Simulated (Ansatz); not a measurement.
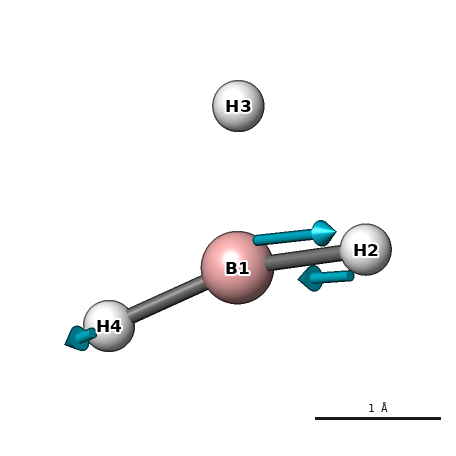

Arrows show the forces on the atoms, 5 Å of arrow for 1 eV/Å; forces under a tenth of the largest aren't drawn. State: charge +1, doublet. Level of theory: UHF/def2-SVP (Ansatz).

On which atom is the force largest, and how large is it?

On B1: 0.19 eV/Å.

Which bond do the forces act along most?

B1–H2, now 1.188 Å: the forces pull its atoms together, so a first step downhill shortens it.

List the force components in the frame of the picture (x right, y up, z towards the viewer), in eV/Å.

```tsv
atom	Fx	Fy	Fz
B1	0.13	0.01	0.14
H2	−0.09	−0.01	−0.08
H3	0.00	0.01	−0.01
H4	−0.05	−0.02	−0.05
```
